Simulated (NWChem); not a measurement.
Single-point calculation of C2H3F3 (charge +1) (part 1 of 3)

- system: C2H3F3, charge +1, multiplicity 2
- method: HF/STO-3G, UHF (NWChem 7.3.0)

The geometry is that of the parent species in another charge or spin state. The geometry comes from this level: PBE0-D4/def2-TZVP.

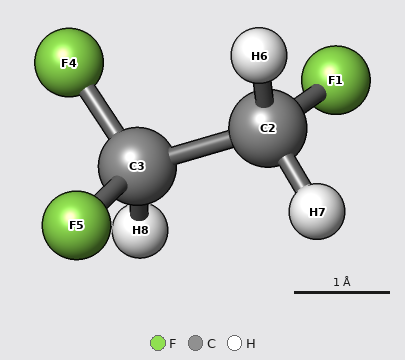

The input geometry (ball-and-stick view, seen at a tilt; atoms are numbered from 1 in the order of the input).

**The input**
```
start nw
memory total 2200 mb
charge 1

geometry units angstroms noautosym nocenter noautoz
   F    -1.142800   -0.681000    1.163100
   C    -0.188200    0.195100    0.711800
   C     0.172900   -0.152400   -0.711300
   F     0.824200   -1.335800   -0.756500
   F     1.011700    0.803600   -1.182200
   H     0.701700    0.118900    1.342500
   H    -0.588500    1.211500    0.747300
   H    -0.698800   -0.217000   -1.370500
end

basis spherical bse
   * library STO-3G
end

scf
   doublet
   uhf
   thresh 1e-08
   maxiter 80
end

task scf energy
```

Launched with:
```bash
nwchem nw.nw > nw.out
```

**What the program printed**
```
Northwest Computational Chemistry Package (NWChem) 7.3.0
             --------------------------------------------------------

           Job information
           ---------------

    nwchem branch   = 7.3.0
    use scalapack   = T
    input           = nw.nw
    prefix          = nw.
    data base       = ./nw.db
    status          = startup
    nproc           =        1

           Memory information
           ------------------

    heap     =     72089598 doubles =      550.0 Mbytes
    stack    =     72089595 doubles =      550.0 Mbytes
    global   =    144179200 doubles =     1100.0 Mbytes (distinct from heap & stack)
    total    =    288358393 doubles =     2200.0 Mbytes
    verify   = yes
    hardfail = no

           Directory information
           ---------------------

  0 permanent = .
  0 scratch   = .

                                NWChem Input Module
                                -------------------

 Scaling coordinates for geometry "geometry" by  1.889725989
 (inverse scale =  0.529177249)

                             Geometry "geometry" -> ""
                             -------------------------

 Output coordinates in angstroms (scale by  1.889725989 to convert to a.u.)

  No.       Tag          Charge          X              Y              Z
 ---- ---------------- ---------- -------------- -------------- --------------
    1 F                    9.0000    -1.14280000    -0.68100000     1.16310000
    2 C                    6.0000    -0.18820000     0.19510000     0.71180000
    3 C                    6.0000     0.17290000    -0.15240000    -0.71130000
    4 F                    9.0000     0.82420000    -1.33580000    -0.75650000
    5 F                    9.0000     1.01170000     0.80360000    -1.18220000
    6 H                    1.0000     0.70170000     0.11890000     1.34250000
    7 H                    1.0000    -0.58850000     1.21150000     0.74730000
    8 H                    1.0000    -0.69880000    -0.21700000    -1.37050000

      Atomic Mass
      -----------

      F                 18.998400
      C                 12.000000
      H                  1.007825

 Effective nuclear repulsion energy (a.u.)     191.3597994471

            Nuclear Dipole moment (a.u.)
            ----------------------------
        X                 Y               Z
 ---------------- ---------------- ----------------
    10.5078213595   -18.0453714101   -11.8260942091

            XYZ format geometry
            -------------------
     8
 geometry
 F                    -1.14280000    -0.68100000     1.16310000
 C                    -0.18820000     0.19510000     0.71180000
 C                     0.17290000    -0.15240000    -0.71130000
 F                     0.82420000    -1.33580000    -0.75650000
 F                     1.01170000     0.80360000    -1.18220000
 H                     0.70170000     0.11890000     1.34250000
 H                    -0.58850000     1.21150000     0.74730000
 H                    -0.69880000    -0.21700000    -1.37050000

 ==============================================================================
                                internuclear distances
 ------------------------------------------------------------------------------
       center one      |      center two      | atomic units |  angstroms
 ------------------------------------------------------------------------------
    2 C                |   1 F                |     2.59277  |     1.37204
    3 C                |   2 C                |     2.85115  |     1.50876
    4 F                |   3 C                |     2.55405  |     1.35154
    5 F                |   3 C                |     2.56284  |     1.35620
    6 H                |   2 C                |     2.06622  |     1.09339
    7 H                |   2 C                |     2.06540  |     1.09296
    8 H                |   3 C                |     2.06886  |     1.09480
 ------------------------------------------------------------------------------
                         number of included internuclear distances:          7
 ==============================================================================

 ==============================================================================
                                 internuclear angles
 ------------------------------------------------------------------------------
        center 1       |       center 2       |       center 3       |  degrees
 ------------------------------------------------------------------------------
    1 F                |   2 C                |   3 C                |   109.25
    1 F                |   2 C                |   6 H                |   109.39
    1 F                |   2 C                |   7 H                |   109.17
    3 C                |   2 C                |   6 H                |   109.47
    3 C                |   2 C                |   7 H                |   109.42
    6 H                |   2 C                |   7 H                |   110.13
    2 C                |   3 C                |   4 F                |   110.40
    2 C                |   3 C                |   5 F                |   108.25
    2 C                |   3 C                |   8 H                |   113.01
    4 F                |   3 C                |   5 F                |   107.91
    4 F                |   3 C                |   8 H                |   108.17
    5 F                |   3 C                |   8 H                |   108.96
 ------------------------------------------------------------------------------
                            number of included internuclear angles:         12
 ==============================================================================

 Summary of "ao basis" -> "" (spherical)
 ------------------------------------------------------------------------------
       Tag                 Description            Shells   Functions and Types
 ---------------- ------------------------------  ------  ---------------------
 *                           STO-3G                   on all atoms

                      Basis "ao basis" -> "ao basis" (spherical)
                      -----
  [basis functions not shown]

 Summary of "ao basis" -> "ao basis" (spherical)
 ------------------------------------------------------------------------------
       Tag                 Description            Shells   Functions and Types
 ---------------- ------------------------------  ------  ---------------------
 F                           STO-3G                  3        5   2s1p
 C                           STO-3G                  3        5   2s1p
 H                           STO-3G                  1        1   1s

                                 NWChem SCF Module
                                 -----------------

  ao basis        = "ao basis"
  functions       =    28
  atoms           =     8
  alpha electrons =    21
  beta  electrons =    20
  charge          =   1.00
  wavefunction    = UHF
  input vectors   = atomic
  output vectors  = ./nw.movecs
  use symmetry    = F
  symmetry adapt  = F

 Summary of "ao basis" -> "ao basis" (spherical)
 ------------------------------------------------------------------------------
       Tag                 Description            Shells   Functions and Types
 ---------------- ------------------------------  ------  ---------------------
 F                           STO-3G                  3        5   2s1p
 C                           STO-3G                  3        5   2s1p
 H                           STO-3G                  1        1   1s

 Forming initial guess at       0.0s

      Superposition of Atomic Density Guess
      -------------------------------------

 Sum of atomic energies:        -369.76055598

 Renormalizing density from      42.00 to     41

      Non-variational initial energy
      ------------------------------

 Total energy =    -364.666229
 1-e energy   =    -879.287605
 2-e energy   =     323.261577
 HOMO         =      -0.521608
 LUMO         =       0.059628

 Starting SCF solution at       0.1s

 ----------------------------------------------
         Quadratically convergent UHF

 Convergence threshold     :          1.000E-08
 Maximum no. of iterations :           80
 Integral*density screening:          1.000E-10
 ----------------------------------------------

              iter       energy          gnorm     gmax       time
             ----- ------------------- --------- --------- --------
                 1     -369.9996901729  1.18D+00  2.91D-01      0.1
                 2     -370.2688756097  2.13D-01  4.21D-02      0.2
  ga_iter_lsolve: convergence stagnant ... aborting solve

 Disabled NR: increased maxiter to  90

                 3     -370.2824315480  6.33D-02  1.69D-02      0.5
                 4     -370.2842621561  6.10D-02  1.53D-02      0.6
                 5     -370.2876120518  7.48D-02  1.45D-02      0.7
                 6     -370.2894620257  5.27D-02  1.63D-02      0.8
                 7     -370.2942551714  1.24D-01  2.46D-02      0.9
                 8     -370.2981254769  1.28D-01  2.87D-02      1.0
                 9     -370.3048219435  8.25D-02  2.09D-02      1.1
                10     -370.3071124427  3.99D-02  1.80D-02      1.2
                11     -370.3079088753  2.31D-02  1.14D-02      1.3
                12     -370.3081670615  1.49D-02  3.05D-03      1.4
                13     -370.3082419694  6.69D-03  1.27D-03      1.5
                14     -370.3082600762  3.05D-03  6.23D-04      1.6
                15     -370.3082639634  1.76D-03  5.36D-04      1.7
                16     -370.3082654480  1.18D-03  3.68D-04      1.8
                17     -370.3082665192  1.24D-03  3.27D-04      1.9
                18     -370.3082681956  2.11D-03  4.01D-04      2.0
                19     -370.3082719872  2.89D-03  6.62D-04      2.1
                20     -370.3082773869  2.26D-03  6.21D-04      2.2
                21     -370.3082799328  1.56D-03  4.96D-04      2.3
                22     -370.3082810250  9.89D-04  2.12D-04      2.4
                23     -370.3082813992  5.06D-04  1.38D-04      2.5
                24     -370.3082814793  2.57D-04  5.13D-05      2.6
                25     -370.3082815003  1.10D-04  2.61D-05      2.7
                26     -370.3082815048  5.99D-05  8.99D-06      2.8
                27     -370.3082815057  2.62D-05  8.05D-06      2.9
                28     -370.3082815060  1.39D-05  3.27D-06      3.0
                29     -370.3082815061  7.09D-06  2.01D-06      3.1
                30     -370.3082815061  3.82D-06  1.11D-06      3.2
                31     -370.3082815061  2.61D-06  8.02D-07      3.3
                32     -370.3082815061  1.71D-06  5.27D-07      3.4
                33     -370.3082815061  1.48D-06  3.81D-07      3.5
                34     -370.3082815061  2.66D-06  9.02D-07      3.7
                35     -370.3082815061  4.08D-06  1.48D-06      3.9
                36     -370.3082815061  2.55D-06  5.67D-07      4.1
                37     -370.3082815061  2.64D-06  7.82D-07      4.2
                38     -370.3082815061  1.65D-06  5.01D-07      4.3
                39     -370.3082815061  9.15D-07  2.41D-07      4.4
                40     -370.3082815061  3.19D-07  6.66D-08      4.5
                41     -370.3082815061  2.55D-07  7.86D-08      4.6
                42     -370.3082815061  1.45D-07  4.28D-08      4.7
                43     -370.3082815061  5.90D-08  2.09D-08      4.8
                44     -370.3082815061  8.75D-08  2.43D-08      4.9
                45     -370.3082815061  1.27D-07  4.09D-08      5.1
                46     -370.3082815061  1.41D-07  3.25D-08      5.4
                47     -370.3082815061  1.25D-07  3.96D-08      5.5
                48     -370.3082815061  1.16D-07  3.49D-08      5.7
                49     -370.3082815061  4.80D-08  1.10D-08      5.8
                50     -370.3082815061  3.03D-08  9.12D-09      5.9
                51     -370.3082815061  1.65D-08  3.76D-09      6.0
                52     -370.3082815061  8.27D-09  2.77D-09      6.1

       Final UHF  results
       ------------------

         Total SCF energy =   -370.308281506092
      One electron energy =   -885.069307743909
      Two electron energy =    323.401226790759
 Nuclear repulsion energy =    191.359799447058

                       Sz =      0.5000
                 Sz(Sz+1) =      0.7500
                      S^2 =      0.7547

        Time for solution =      6.0s

          Final alpha eigenvalues
          -----------------------

              1
    1  -26.7375
    2  -26.2189
    3  -26.2082
    4  -11.4920
    5  -11.4818
    6   -2.1345
    7   -1.7965
    8   -1.7252
    9   -1.3349
   10   -1.2234
   11   -1.1371
   12   -1.1253
   13   -1.0344
   14   -0.9252
   15   -0.8853
   16   -0.8564
   17   -0.8144
   18   -0.7299
   19   -0.6951
   20   -0.6906
   21   -0.6582
   22    0.0939
   23    0.2809
   24    0.3281
   25    0.3502
   26    0.4200
   27    0.4361
   28    0.4531

          Final beta eigenvalues
          ----------------------

              1
    1  -26.7084
    2  -26.2181
    3  -26.2076
    4  -11.4941
    5  -11.4798
    6   -1.9686
    7   -1.7927
    8   -1.7218
    9   -1.3072
   10   -1.1152
   11   -1.0883
   12   -1.0232
   13   -0.9240
   14   -0.8923
   15   -0.8486
   16   -0.8090
   17   -0.7199
   18   -0.6943
   19   -0.6899
   20   -0.6589
   21   -0.2575
   22    0.1145
   23    0.2873
   24    0.3463
   25    0.3586
   26    0.4232
   27    0.4385
   28    0.4555

                    UHF Final Alpha Molecular Orbital Analysis
                    ------------------------------------------

 Vector    9  Occ=1.000000D+00  E=-1.334887D+00
              MO Center= -4.2D-01, -1.4D-01,  6.0D-01, r^2= 1.6D+00
   Bfn.  Coefficient  Atom+Function         Bfn.  Coefficient  Atom+Function
  ----- ------------  ---------------      ----- ------------  ---------------
     7      0.554374  2 C  s                  2     -0.317728  1 F  s
     3      0.296176  1 F  px                 4      0.226414  1 F  py
     5     -0.221251  1 F  pz                12      0.221311  3 C  s
     6     -0.186848  2 C  s                 17     -0.167539  4 F  s
    22     -0.163071  5 F  s

 Vector   10  Occ=1.000000D+00  E=-1.223356D+00
              MO Center= -1.0D+00, -5.8D-01,  1.1D+00, r^2= 7.2D-01
   Bfn.  Coefficient  Atom+Function         Bfn.  Coefficient  Atom+Function
  ----- ------------  ---------------      ----- ------------  ---------------
     5      0.729635  1 F  pz                 4      0.546595  1 F  py
    10      0.172005  2 C  pz

 Vector   11  Occ=1.000000D+00  E=-1.137132D+00
              MO Center= -8.2D-01, -4.3D-01,  7.3D-01, r^2= 1.6D+00
   Bfn.  Coefficient  Atom+Function         Bfn.  Coefficient  Atom+Function
  ----- ------------  ---------------      ----- ------------  ---------------
     3      0.757841  1 F  px                 4     -0.283373  1 F  py
    12     -0.282483  3 C  s                 10      0.180629  2 C  pz
     9     -0.170891  2 C  py                22      0.166045  5 F  s

 Vector   12  Occ=1.000000D+00  E=-1.125293D+00
              MO Center= -6.1D-01, -4.5D-01,  6.3D-01, r^2= 2.0D+00
   Bfn.  Coefficient  Atom+Function         Bfn.  Coefficient  Atom+Function
  ----- ------------  ---------------      ----- ------------  ---------------
     5     -0.561562  1 F  pz                 4      0.520898  1 F  py
    12     -0.348154  3 C  s                  8     -0.238688  2 C  px
    22      0.207550  5 F  s                 17      0.194504  4 F  s

 Vector   13  Occ=1.000000D+00  E=-1.034408D+00
              MO Center= -1.3D-01, -4.8D-02,  1.1D-01, r^2= 2.5D+00
   Bfn.  Coefficient  Atom+Function         Bfn.  Coefficient  Atom+Function
  ----- ------------  ---------------      ----- ------------  ---------------
    12      0.340307  3 C  s                  3      0.328132  1 F  px
     7     -0.294234  2 C  s                  4      0.281262  1 F  py
     9     -0.210210  2 C  py                28      0.207378  8 H  s
    26     -0.201088  6 H  s                 15     -0.194526  3 C  pz
    17     -0.186958  4 F  s                  8     -0.184599  2 C  px

 Vector   14  Occ=1.000000D+00  E=-9.251773D-01
              MO Center=  2.8D-02, -1.9D-02, -1.5D-01, r^2= 2.4D+00
   Bfn.  Coefficient  Atom+Function         Bfn.  Coefficient  Atom+Function
  ----- ------------  ---------------      ----- ------------  ---------------
     9      0.314917  2 C  py                27      0.290880  7 H  s
    13     -0.285076  3 C  px                 4     -0.272735  1 F  py
    15     -0.273674  3 C  pz                19     -0.258504  4 F  py
    20     -0.221186  4 F  pz                17      0.194495  4 F  s
    25     -0.189190  5 F  pz                28      0.188817  8 H  s
```
